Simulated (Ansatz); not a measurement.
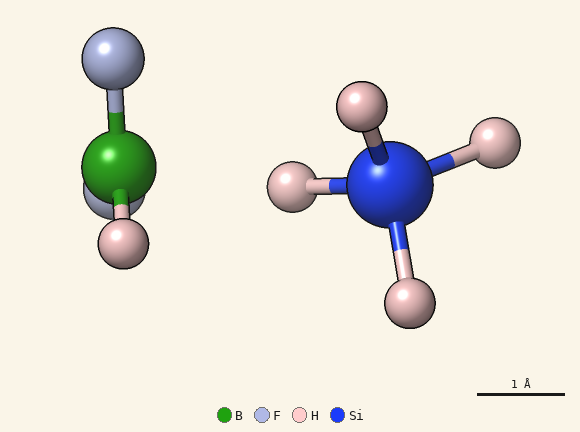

This is the input geometry for a relaxation of BSiH5F2. The picture is a ball-and-stick view, seen from a free direction.

The run prepares an end point of a later path (reaction) calculation, from a guessed geometry.

Method: RKS PBE0-D4/6-31G* (Ansatz).

Input
```yaml
crystal:
  periodic: [false, false, false]
  atoms:
    - { symbol: B, position_ang: [0.004165, -0.394343, -0.05774] }
    - { symbol: F, position_ang: [-0.102749, -0.983355, 1.118761] }
    - { symbol: F, position_ang: [1.200421, -0.344797, -0.614651] }
    - { symbol: H, position_ang: [-0.953681, 0.032474, -0.627848] }
    - { symbol: Si, position_ang: [0.098952, 2.534557, 1.116257] }
    - { symbol: H, position_ang: [0.7769, 3.316413, 2.184574] }
    - { symbol: H, position_ang: [0.840188, 2.683694, -0.165411] }
    - { symbol: H, position_ang: [-1.294026, 3.026062, 0.942967] }
    - { symbol: H, position_ang: [0.061731, 1.112195, 1.495492] }
basis:
  gaussian: { orbitals: "6-31G*" }
hamiltonian:
  xc: pbe0
  dispersion: d4
relax:
  f_tol: 0.03
  max_steps: 50
```

Run as
```bash
ansatz run input.yaml --threads 2 --pin off --max-ram 3072MiB --backend cpu --events-out ev --progress --plain --runs-dir out
```

Predict the outcome.

Answer. The atom that moves furthest after the best rigid fit is F2 (0.56 Å). Largest moves by element: F 0.56 Å, B 0.34 Å, H 0.31 Å, Si 0.27 Å. Near-neighbour distances that change, for instance: Si5–H9 1.473 → 1.489 Å. Over 5 geometry steps the energy falls by 14.1 kJ/mol. The largest force component goes from 0.48 to 0.014 eV/Å.

History of the run:

```csv
step,"E − E(0), kJ/mol","largest force component, eV/Å"
0,0.00,0.4805
1,-7.04,0.8699
2,-10.61,0.8394
3,-12.01,0.6195
4,-13.86,0.2290
5,-14.12,0.0141
```

Final geometry:

```xyz
9

B    -0.0090   -0.7170   -0.1688
F    -0.1258   -1.4913    0.8894
F     1.1972   -0.4832   -0.6422
H    -0.9724   -0.2521   -0.6964
Si    0.1101    2.7909    1.2002
H     0.8115    3.6028    2.2302
H     0.8450    2.8643   -0.0898
H    -1.2775    3.2947    1.0159
H     0.0528    1.3738    1.6540
```

The end point in the same view:

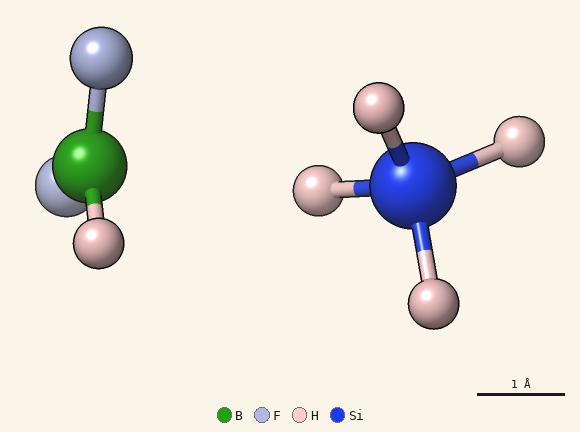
